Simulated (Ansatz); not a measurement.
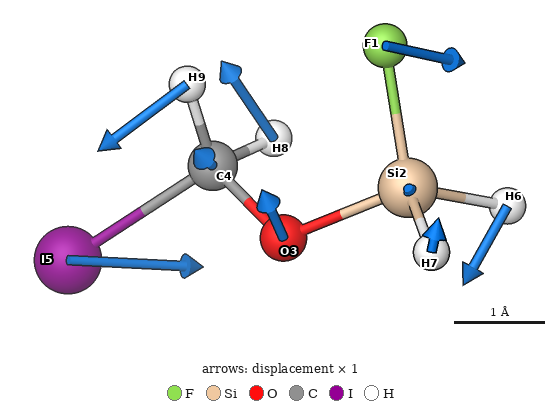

This is a relaxation of CH$_{4}$FIOSi (coarse preliminary run). The starting structure is drawn; blue arrows show the displacements, at their true length. The two geometries are superimposed by the best rigid fit.

A ball-and-stick model, seen from a free direction.

The start comes from a force field.

Theory: RKS PBE-D4/def2-SVP (Ansatz).

Input file:
```yaml
crystal:
  periodic: [false, false, false]
  atoms:
    - {symbol: F, position_ang: [-1.406400, -1.274700, 0.687000]}
    - {symbol: Si, position_ang: [-0.999200, 0.281600, 0.928200]}
    - {symbol: O, position_ang: [0.515200, 0.449400, 0.327500]}
    - {symbol: C, position_ang: [0.948000, -0.253900, -0.845300]}
    - {symbol: I, position_ang: [2.868100, 0.271400, -1.381700]}
    - {symbol: H, position_ang: [-1.900000, 1.204400, 0.178900]}
    - {symbol: H, position_ang: [-0.999900, 0.584700, 2.384000]}
    - {symbol: H, position_ang: [0.235400, 0.020400, -1.668900]}
    - {symbol: H, position_ang: [0.827300, -1.329600, -0.626700]}
basis:
  gaussian: {orbitals: def2-SVP}
hamiltonian: {xc: pbe, dispersion: d4}
relax: {f_tol: 0.03, max_steps: 200}
```

Launched with:
```bash
ansatz run in.yaml --threads 4 --pin off --events-out ev --progress --plain --max-ram 10444MiB
```

> Describe the change and its energy.

I5 moves most after the best rigid fit: 1.69 Å. Largest moves by element: I 1.69 Å, H 1.31 Å, F 1.24 Å, O 0.78 Å, C 0.44 Å, Si 0.13 Å. Among the contacts that change: C4–I5 2.062 → 2.245 Å, O3–C4 1.434 → 1.372 Å, Si2–O3 1.638 → 1.687 Å, C4–H8 1.123 → 1.108 Å. Among the angles between lasting bonds that change: I5–C4–H9 113.7° → 103.1°, O3–C4–H8 106.8° → 114.0°, I5–C4–H8 109.7° → 102.7°. Groups turn about O3–C4 by about 110°. The energy falls by 42.4 kJ/mol in 30 accepted moves (31 points after the start). The largest force component goes from 2.7 to 0.0098 eV/Å. The line search rejected the trial step at point 22 of the run. The forces were under the threshold at step 27, but the run went on from there. The run took 38 s on 4 threads of Intel Xeon @ 2.80GHz, with other jobs on the host.
